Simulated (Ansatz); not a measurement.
**SiNH$_{6}$F: geometry relaxation (part 2 of 2)**

SiNH$_{6}$F; RKS PBE0-D4/def2-SVP (Ansatz 0.2.0). The input holds or restrains some coordinates. Forces given for the steps count only the free coordinates. It belongs to a series of runs on one base structure; here: pulled along the bonds that form and break, towards end B.

Geometry of the input (Å):
```
Si 0.0000  0.0000  0.0000
N  0.0000  0.0000  2.1700
H  -0.8770  -0.2713  2.7000
H  0.8770  0.2713  2.7000
H  1.3768  0.0000  -0.4862
H  -0.6877  1.1914  -0.4862
H  -0.6877  -1.1914  -0.4862
F  0.9864  -1.4980  0.5960
H  0.6732  -1.0222  1.6919
```

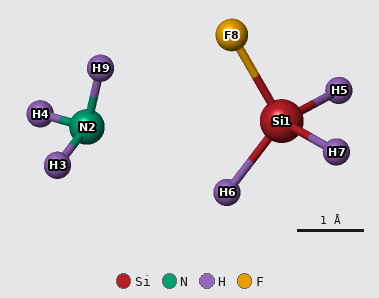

**Figure 1.** The geometry at step 9 of the log (ball-and-stick view, seen at a tilt; atoms are numbered from 1 in the order of the input).

Trajectory as extended XYZ, continued
```
9
Properties=species:S:1:pos:R:3:forces:R:3 step=2 energy=-12166.91043
Si    0.0494   -0.0681   -0.1746    0.7270  -0.9126   1.4951
N     0.0243   -0.0414    2.3140    2.2451  -2.8451  -4.3521
H    -0.8732   -0.2686    2.7357    0.6484   0.2036   0.7237
H     0.8761    0.2921    2.7428   -0.7054   1.1081   1.2290
H     1.4167    0.0319   -0.5230    1.3532   1.7552  -1.3801
H    -0.6915    1.1958   -0.4822   -0.1890   0.2013   0.5971
H    -0.7270   -1.2117   -0.5133   -1.8385  -0.3595  -0.9687
F     0.9893   -1.5082    0.4544    0.0995  -0.5559   1.5950
H     0.5970   -0.9419    1.8456   -2.3403   1.4050   1.0609
9
Properties=species:S:1:pos:R:3:forces:R:3 step=3 energy=-12166.93473
Si    0.0979   -0.1387   -0.3138   -0.0342  -0.0293   1.5268
N     0.0484   -0.0756    2.4127    0.7958  -0.9964  -3.4229
H    -0.8718   -0.2675    2.7617    0.1298   0.3078   1.0775
H     0.8772    0.3218    2.7825   -0.1308   1.5883   1.7421
H     1.4546    0.0653   -0.5567    1.8940   1.9839  -1.6860
H    -0.6875    1.1866   -0.4668    0.2496  -0.5044   0.5515
H    -0.7674   -1.2269   -0.5381   -2.1380  -0.6161  -1.2464
F     0.9864   -1.5032    0.3022    0.0807  -0.7252   1.6458
H     0.5231   -0.8821    2.0155   -0.8468  -1.0087  -0.1885
9
Properties=species:S:1:pos:R:3:forces:R:3 step=4 energy=-12167.59642
Si    0.1554   -0.2174   -0.4313   -0.2933   0.3847   1.0994
N     0.0547   -0.0903    2.5081    1.8560  -1.0205  -2.4950
H    -0.8846   -0.2283    2.8347    0.1206   0.4964   0.9421
H     0.8652    0.4127    2.8713   -1.2856   0.5025   0.7980
H     1.5313    0.1798   -0.6941    0.4663   1.1429  -1.4096
H    -0.6539    1.1232   -0.4305    0.4493  -0.7047   0.4672
H    -0.8749   -1.2372   -0.6463   -0.9674   0.1037  -1.1892
F     0.9766   -1.5075    0.2154    0.3342  -0.8364   1.6262
H     0.4912   -0.9551    2.1720   -0.6800  -0.0688   0.1608
9
Properties=species:S:1:pos:R:3:forces:R:3 step=5 energy=-12168.11024
Si    0.1924   -0.2702   -0.4520   -0.3263   0.6543   0.2305
N     0.0973   -0.0842    2.5359   -4.2423  -4.8496  -4.0805
H    -0.8580   -0.1773    2.8997    1.0282   0.4981   0.3039
H     0.7721    0.4173    2.9031    3.7199   3.6821   3.0560
H     1.5395    0.2698   -0.8668   -0.4312   0.1216  -0.9618
H    -0.6048    1.0470   -0.3721    0.3220  -0.4690   0.6476
H    -0.9374   -1.2096   -0.8006    0.1078   0.3526  -0.9196
F     0.9700   -1.5064    0.2726    0.3377  -0.6216   1.4036
H     0.4899   -1.0067    2.2796   -0.5157   0.6314   0.3203
9
Properties=species:S:1:pos:R:3:forces:R:3 step=6 energy=-12168.91626
Si    0.2168   -0.3009   -0.4665   -0.3698   0.6420  -0.4416
N     0.0797   -0.1015    2.5398    0.4414  -1.7194  -1.6421
H    -0.8441   -0.1645    2.9427    0.1472   0.3670   0.5313
H     0.7807    0.4839    2.9611   -0.2112   0.2542   0.5879
H     1.5057    0.2965   -1.0573   -0.7652  -0.4530  -0.4319
H    -0.5672    0.9940   -0.2788    0.2878  -0.3976   0.6893
H    -0.9325   -1.1769   -0.9833    0.6895   0.4164  -0.5131
F     0.9573   -1.4913    0.3592    0.2024  -0.2562   0.8759
H     0.4645   -1.0593    2.3826   -0.4221   1.1467   0.3442
9
Properties=species:S:1:pos:R:3:forces:R:3 step=7 energy=-12169.37740
Si    0.2213   -0.3095   -0.4761   -0.3671   0.6384  -1.0719
N     0.0763   -0.0951    2.5255    0.2760  -1.0647  -0.6953
H    -0.8224   -0.1471    2.9921    0.0863   0.1641   0.2930
H     0.7357    0.5013    3.0137   -0.1334  -0.0612   0.2580
H     1.4423    0.2372   -1.2316   -0.7086  -0.3752  -0.0368
H    -0.5297    0.9538   -0.1226    0.2679  -0.4102   0.4379
H    -0.8612   -1.1511   -1.1628    0.6228   0.4280  -0.0968
F     0.9353   -1.4514    0.4182    0.2715  -0.3912   0.6511
H     0.4632   -1.0584    2.4429   -0.3156   1.0720   0.2608
9
Properties=species:S:1:pos:R:3:forces:R:3 step=8 energy=-12169.61707
Si    0.2362   -0.3274   -0.5031   -0.4197   0.6833  -0.9156
N     0.0468   -0.0698    2.5025    0.1651  -0.4861   0.4698
H    -0.8065   -0.1204    3.0648    0.1368  -0.0068  -0.0692
H     0.7022    0.5001    3.0472   -0.1202  -0.1944  -0.1305
H     1.3558    0.1853   -1.3755   -0.2285  -0.1369   0.0897
H    -0.4734    0.8752    0.0524    0.2442  -0.3720   0.0316
H    -0.7789   -1.1059   -1.3025    0.2196   0.1289   0.0783
F     0.9400   -1.4282    0.4478    0.2763  -0.4016   0.3112
H     0.4388   -1.0289    2.4657   -0.2738   0.7855   0.1347
9
Properties=species:S:1:pos:R:3:forces:R:3 step=9 energy=-12169.65937
Si    0.2572   -0.3196   -0.5142   -0.1761   0.4806  -0.7969
N     0.0120   -0.0652    2.4962    0.1784  -0.5840   0.4639
H    -0.8637   -0.1794    3.0096    0.0826  -0.0186   0.0016
H     0.6142    0.4964    3.1023   -0.0637  -0.0546  -0.0838
H     1.2717    0.1115   -1.5249   -0.0423  -0.0480  -0.0542
H    -0.2910    0.8850    0.1337   -0.0276   0.0747   0.0133
H    -0.8313   -1.0877   -1.1879   -0.0164  -0.0056   0.0417
F     1.0399   -1.3595    0.4375    0.4050  -0.5351   0.3142
H     0.4521   -1.0017    2.4469   -0.3400   0.6906   0.1002
9
Properties=species:S:1:pos:R:3:forces:R:3 step=10 energy=-12169.71412
Si    0.3098   -0.2911   -0.5119   -0.3066   0.2340  -0.9227
N    -0.0859   -0.0890    2.4957    0.1589  -0.8268   0.4784
H    -0.9036   -0.2854    3.0876    0.3522   0.0675  -0.1595
H     0.5262    0.5198    3.0460   -0.1617  -0.0492  -0.0801
H     1.2110    0.0151   -1.6837   -0.1505  -0.0280   0.2052
H    -0.1138    0.9446    0.1660    0.0844   0.1884  -0.0835
H    -0.8759   -1.0503   -1.0277    0.0584   0.0754   0.1249
F     1.1554   -1.3004    0.4233    0.4730  -0.4067   0.3059
H     0.4375   -0.9835    2.4041   -0.5082   0.7453   0.1314
9
Properties=species:S:1:pos:R:3:forces:R:3 step=11 energy=-12169.77724
Si    0.3325   -0.2759   -0.5020   -0.3610   0.3548  -0.7168
N    -0.1573   -0.1360    2.4900    0.3041  -0.8918   0.3798
H    -0.9184   -0.3748    3.1433    0.4360   0.1588  -0.2504
H     0.4535    0.5341    2.9713   -0.2789  -0.1417  -0.0882
H     1.1531   -0.0497   -1.7519   -0.1743  -0.0972   0.2121
H     0.0446    1.0449    0.1138    0.0574  -0.0587  -0.1159
H    -0.9153   -1.0323   -0.8816    0.2150   0.2018   0.1894
F     1.2422   -1.2356    0.4315    0.4196  -0.3209   0.2284
H     0.4260   -0.9949    2.3847   -0.6178   0.7951   0.1616
9
Properties=species:S:1:pos:R:3:forces:R:3 step=12 energy=-12169.84995
Si    0.3658   -0.2489   -0.4901   -0.5057   0.3322  -0.4713
N    -0.2126   -0.1877    2.4745    0.4162  -0.6817   0.0615
H    -0.9308   -0.4620    3.1507    0.1811   0.0586  -0.1304
H     0.3555    0.5330    2.9262   -0.1343  -0.0786  -0.0416
H     1.0689   -0.1515   -1.8167   -0.0814  -0.0431   0.1339
H     0.1911    1.1237    0.0532    0.0565  -0.0392  -0.0812
H    -0.9332   -0.9701   -0.6923    0.1501   0.1388   0.0956
F     1.3315   -1.1560    0.4377    0.4934  -0.3368   0.2397
H     0.4249   -1.0005    2.3559   -0.5760   0.6498   0.1939
9
Properties=species:S:1:pos:R:3:forces:R:3 step=13 energy=-12169.88879
Si    0.3878   -0.2372   -0.4822   -0.4844   0.3916  -0.3783
N    -0.2424   -0.2081    2.4678    0.5243  -0.4811  -0.1332
H    -0.9433   -0.6076    3.0919    0.0535  -0.0053  -0.0568
H     0.2022    0.5533    2.9823   -0.0356  -0.0636  -0.0382
H     0.9702   -0.2665   -1.8616   -0.0259  -0.0122   0.0267
H     0.3570    1.1726   -0.0174    0.0260   0.0083  -0.0157
H    -0.9577   -0.8711   -0.5203    0.0163   0.0254   0.0300
F     1.3947   -1.1288    0.4135    0.5006  -0.3888   0.3272
H     0.4925   -0.9267    2.3253   -0.5747   0.5259   0.2383
9
Properties=species:S:1:pos:R:3:forces:R:3 step=14 energy=-12169.85815 accepted=F
Si    0.3946   -0.2177   -0.4896   -0.5650   0.4386  -0.3256
N    -0.2241   -0.2321    2.4624    0.6659  -0.2509   0.6004
H    -0.9714   -0.7496    2.9610    0.6401   0.3204  -0.3397
H     0.0552    0.5555    3.0839   -0.2396  -0.7484  -0.5206
H     0.8881   -0.3958   -1.9060   -0.0969   0.0409   0.2376
H     0.4967    1.2320   -0.1239   -0.0419  -0.2076  -0.0762
H    -0.9982   -0.7611   -0.3883    0.2130   0.1019  -0.0617
F     1.4069   -1.0891    0.4197    0.5395  -0.4302   0.2279
H     0.6133   -0.8622    2.3801   -1.1152   0.7353   0.2578
9
Properties=species:S:1:pos:R:3:forces:R:3 step=15 energy=-12169.89643
Si    0.3959   -0.2265   -0.4822   -0.5253   0.4160  -0.3848
N    -0.2412   -0.2126    2.4662    0.4677  -0.3952  -0.0430
H    -0.9642   -0.6585    3.0339    0.1041   0.0405  -0.0931
H     0.1591    0.5318    3.0414   -0.0544  -0.1114  -0.0821
H     0.9232   -0.3309   -1.8836   -0.0364  -0.0059   0.0853
H     0.4172    1.2073   -0.0822    0.0003  -0.0581  -0.0128
H    -0.9652   -0.8320   -0.4403    0.0711   0.0424   0.0046
F     1.4227   -1.0899    0.4183    0.5117  -0.3980   0.3084
H     0.5134   -0.9089    2.3277   -0.5389   0.4697   0.2175
9
Properties=species:S:1:pos:R:3:forces:R:3 step=16 energy=-12169.89823
Si    0.3973   -0.2227   -0.4833   -0.5360   0.3918  -0.3387
N    -0.2373   -0.2145    2.4653    0.5371  -0.4053  -0.1022
H    -0.9627   -0.6881    3.0038    0.0515   0.0142  -0.0479
H     0.1261    0.5298    3.0619   -0.0332  -0.0574  -0.0455
H     0.9059   -0.3564   -1.8869   -0.0188   0.0055   0.0517
H     0.4416    1.2147   -0.1012    0.0040  -0.0390  -0.0076
H    -0.9709   -0.8059   -0.4176    0.0468   0.0290  -0.0073
F     1.4215   -1.0878    0.4178    0.5281  -0.4054   0.3033
H     0.5395   -0.8894    2.3395   -0.5795   0.4665   0.1941
```

Summary

- outcome: converged under the restraints of the input
- total energy: −12169.8983 eV
- mean-field energy: −12169.8053 eV
- largest force (length of the vector) at the end, held atoms and coordinates included: 0.769 eV/Å
- hardware: 1 thread of Arm Neoverse V2, 24 GiB of memory available, shared host
- wall time: 37 s
- peak memory: 0.13 GiB
